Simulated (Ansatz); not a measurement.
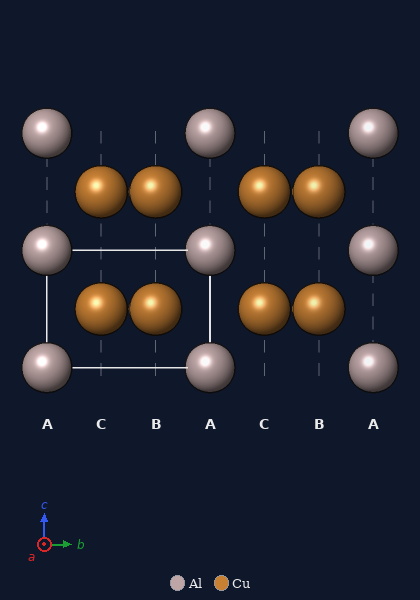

Projection along an edge of the hexagonal mesh, stacking direction c upwards. The dashed lines mark the three columns A (0, 0), B (1/3, 2/3) and C (2/3, 1/3). The sequence starts with the first layer at or above the cell's origin.

AlCu₂: the end point of a relaxation with DFT PBE, scalar-relativistic, plane waves, PAW in Ansatz; the starting structure was generated, so it need not be a known form of this composition.

### List the layers of one repeat.

Al(A) – Cu(B)+Cu(C) (two layers in 2.59 Å).
